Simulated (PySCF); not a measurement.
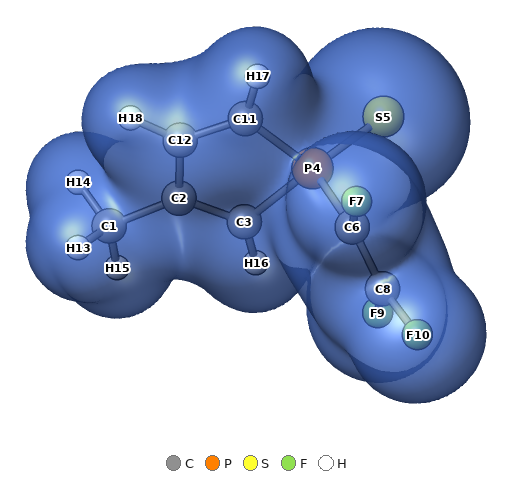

Figure. C7H6F3PS. Isosurface of the total electron density at 0.05 e/Å³ (blue), seen at a tilt.

Geometry: GFN2-xTB.

Method: PySCF 2.14.0, PBE0/pcSseg-1, SCF density, gas phase, non-relativistic.

The calculation's input:

```
{"job": {"kind": "nmr", "xc": "PBE0", "basis": "pcSseg-1"}, "charge": 0, "multiplicity": 1}
C      2.644341    -0.550789    -0.836180
C      1.394757    -0.161426    -0.130178
C      0.305662    -0.933649     0.029644
P     -0.915479    -0.050451     1.028675
S     -1.574399    -0.803619     2.683281
C     -2.263248     0.431287    -0.140302
F     -2.651743     1.711732    -0.150716
C     -2.914706    -0.498804    -0.827271
F     -2.511787    -1.760964    -0.795726
F     -3.950782    -0.347393    -1.628946
C      0.119574     1.438191     1.074372
C      1.277144     1.174543     0.459250
H      2.813581     0.114348    -1.682529
H      3.496859    -0.453190    -0.164856
H      2.590513    -1.575021    -1.193584
H      0.190058    -1.950881    -0.300548
H     -0.152635     2.347204     1.581881
H      2.093531     1.875197     0.375412
```

Run with:

```sh
OMP_NUM_THREADS=1 python probes_run.py task.json out
```

Question: How is the density connected at this value?

Answer: At this value the surface is in one piece. It bridges the sampled C–F (1.32 Å), C–C (1.33 Å), C–P (1.81 Å) and P–S (1.93 Å) contacts, where the density stays above the isovalue. On the grid the lowest density along these lines, outside the cores, is 1.9 e/Å³ (C–F, 1.32 Å), 2.3 e/Å³ (C–C, 1.33 Å), 1.1 e/Å³ (C–P, 1.81 Å) and 1.1 e/Å³ (P–S, 1.93 Å).
